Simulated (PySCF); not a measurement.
The calculation's input:

```
{"job": {"kind": "inter", "xc": "wB97M-D3(BJ)", "basis": "def2-TZVPD", "pairs": false}, "charge": 2, "multiplicity": 1, "parts": [{"atoms": "0-0", "charge": 2, "multiplicity": 1}, {"atoms": "1-6", "charge": 0, "multiplicity": 1}]}
Mg     1.252542     0.496724    -0.343399
C     -3.057601     1.539316    -1.075446
C     -1.693393     1.209087    -0.844596
N     -0.585746     0.941160    -0.656873
H     -3.117406     2.536277    -1.529236
H     -3.500605     0.798717    -1.752591
H     -3.598061     1.535763    -0.120825
```

Launched as:

```sh
OMP_NUM_THREADS=1 python cluster_run.py task.json out
```

Geometry: PBE0-D3(BJ)/def2-TZVPD.

Computed with wB97M-D3(BJ)/def2-TZVPD, SCF density, gas phase in PySCF 2.14.0.

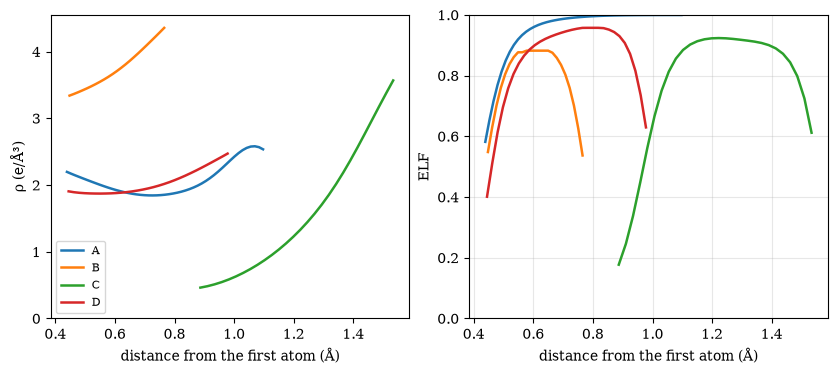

C₂H₃MgN (charge +2). Total electron density and ELF along straight lines between neighbouring atoms. The curves leave out the atomic cores.

### Which curve belongs to which contact (C–C, C–H, C–N and Mg–N)? The first atom named is at distance zero.

Curve A: C–H (1.10 Å): ρ at the midpoint is about 2 e/Å³; the ELF climbs to about 1 towards the hydrogen, as it does in any bond to H (an ordinary covalent bond to hydrogen). Curve B: C–N (1.15 Å): the density is about 3.6 e/Å³ at the midpoint; the ELF peaks at about 0.90 between the atoms: a multiple bond. Curve C: Mg–N (1.92 Å): the density is about 0.55 e/Å³ at the midpoint; the ELF peaks at about 0.90 in the valence shell of N, 0.7 Å from its nucleus, and falls to about 0.10 next to Mg (a largely ionic contact). Curve D: C–C (1.42 Å): ρ is about 1.9 e/Å³ halfway; the ELF peaks at about 0.95 between the atoms, as expected for localised, covalent bonding.
